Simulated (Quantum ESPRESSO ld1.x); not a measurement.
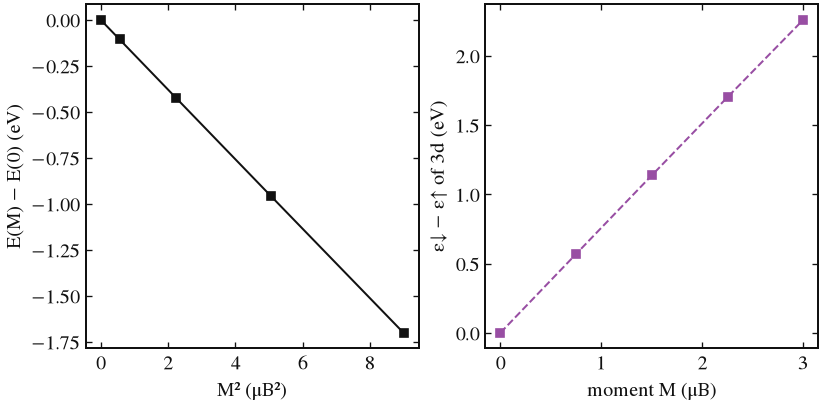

For V in [Ar] 3d3 4s2, the spin moment of the 3d shell is fixed at a series of values. Theory: scalar-relativistic Kohn-Sham, LDA (Slater exchange, Perdew-Wang correlation), spin-polarised, spherical densities, point nucleus (computed with Quantum ESPRESSO ld1.x 7.5). The plot shows the energy and the exchange splitting.

### What is the spin-polarisation energy, and which exchange integral follows?

The energy falls with the moment, to −1.70 eV at M = 3 μB, the largest moment run, in line with Hund's first rule (at fractional spins the functional's fractional-spin error adds to the fall). A fit E = −I M²/4 gives an exchange integral I of about 0.76 eV, and the exchange splitting grows nearly in proportion to M, to 2.26 eV (0.75 eV per μB).
